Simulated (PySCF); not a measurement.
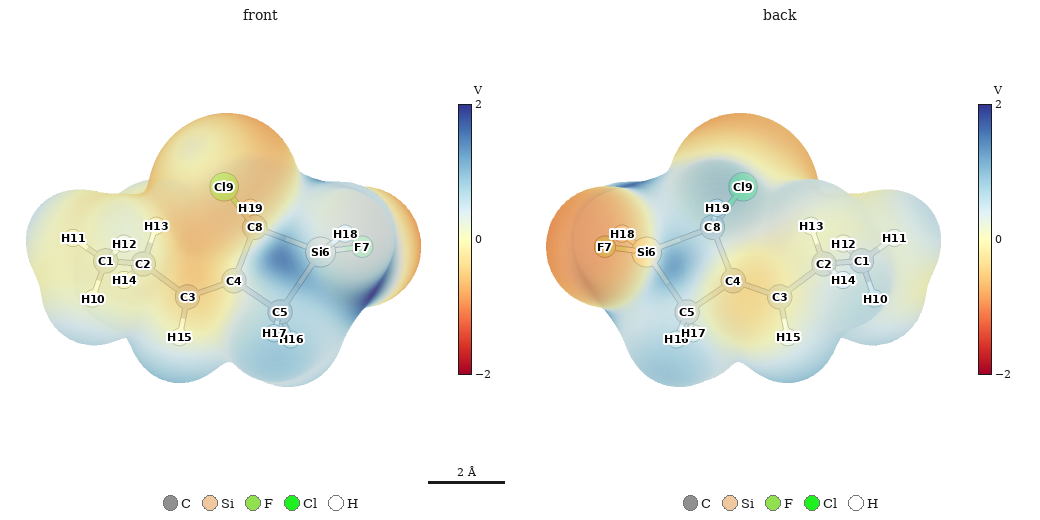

Figure 1: C6H10ClFSi. The molecular electrostatic potential painted on the density surface at 0.002 e/bohr³, seen from the front and from behind; red is negative and blue positive.

Geometry: GFN2-xTB.

Computed with PBE0/pcSseg-1, SCF density, gas phase, non-relativistic (PySCF 2.14.0).

```xyz
19

C     2.7785   -0.3761    0.2220
C     1.7590   -0.2799   -0.9139
C     0.6896    0.7115   -0.5809
C    -0.5559    0.4159   -0.2507
C    -1.6784    1.3700    0.1223
Si   -2.8758   -0.0949    0.3678
F    -4.0229   -0.2112   -0.7646
C    -1.2265   -0.9349   -0.1545
Cl   -0.4771   -1.9885    1.0961
H     3.2207    0.5973    0.4236
H     3.5725   -1.0714   -0.0399
H     2.2933   -0.7299    1.1285
H     1.3215   -1.2629   -1.0890
H     2.2681    0.0383   -1.8277
H     0.9961    1.7505   -0.5855
H    -1.9221    2.0634   -0.6824
H    -1.4407    1.9684    1.0000
H    -3.5179   -0.4421    1.6140
H    -1.1920   -1.5142   -1.0777
```

Where is the surface potential most negative and most positive?

Answer. The most negative region (about −0.9 V) lies over F7, the most positive (about +1.7 V) over Si6.

How polar is the molecule by this calculation?

Answer. Its dipole moment is 1.79 D.
